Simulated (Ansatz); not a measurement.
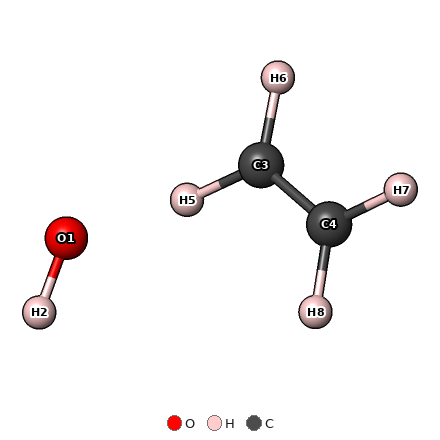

The system is the pair HO···C₂H₄, charge −1; the picture shows the reference structure. First axis: separation of H5 and O1 along their line in the relaxed pair. Second axis: sideways slip of O1, H2. Nothing is relaxed (both partners rigid). The scan uses an 11 × 11 grid. Points are written as (first, second). Energies: cm⁻¹, counted from the lowest grid point. These are results of RKS PBE0-D4/def2-TZVPD (Ansatz 0.2.0), not measurements.

Its coordinates:

| atom | x (Å) | y (Å) | z (Å) |
| --- | --- | --- | --- |
| O | 0.6071 | -0.5188 | -2.3355 |
| H | -0.0493 | -1.0574 | -2.7879 |
| C | 0.3958 | 0.3793 | 0.4177 |
| C | -0.5816 | 0.1456 | 1.2876 |
| H | 0.4033 | -0.0069 | -0.6377 |
| H | 1.2465 | 0.9820 | 0.7417 |
| H | -0.5743 | 0.5270 | 2.3086 |
| H | -1.4475 | -0.4507 | 1.0056 |

Range: separation of H5 and O1 along their line in the relaxed pair from 1.499 to 2.899 Å; sideways slip of O1, H2 from −3.0 to 3.0 Å.

What will the energy surface look like?

Answer. The lowest grid point is at (1.759 Å, 0.0 Å). No other kind of well shows on this grid. The highest grid point, (2.899 Å, −3.0 Å), lies 3492 cm⁻¹ above the lowest. Round the minimum the two coordinates are weakly coupled (coupling −0.11 in units of the two stiffnesses). At the lowest point O1···H5 is 1.76 Å, a hydrogen-bond distance.

```csv
"second ↓, first →",1.499,1.555,1.646,1.759,1.888,2.030,2.184,2.349,2.524,2.707,2.899
3.0,2932,2953,2987,3030,3080,3135,3194,3256,3320,3384,3448
2.4,2557,2567,2589,2626,2679,2746,2826,2915,3011,3108,3206
1.8,2158,2117,2079,2075,2112,2189,2299,2435,2585,2740,2893
1.2,1754,1585,1407,1311,1320,1424,1600,1820,2063,2306,2541
0.6,1259,938,607,435,452,625,904,1240,1593,1936,2253
0.0,880,517,160,0,59,290,632,1029,1434,1819,2169
−0.6,822,605,407,351,453,682,992,1341,1696,2032,2340
−1.2,979,960,978,1064,1218,1425,1667,1926,2185,2431,2660
−1.8,1561,1612,1703,1826,1975,2140,2316,2496,2672,2839,2996
−2.4,2205,2259,2348,2454,2572,2694,2819,2942,3061,3173,3278
−3.0,2710,2755,2826,2909,2997,3087,3176,3261,3344,3421,3492
```

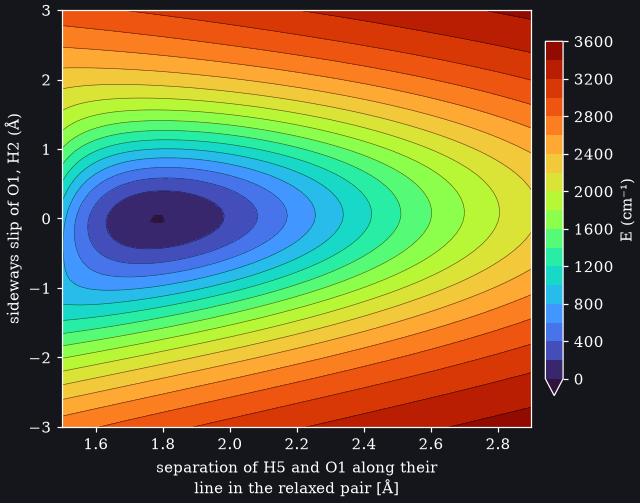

In the figure: filled contours. Between grid points the surface is interpolated.

The whole map (121 points run) took 11 min on 1 thread of Arm Neoverse V1 (shared host).
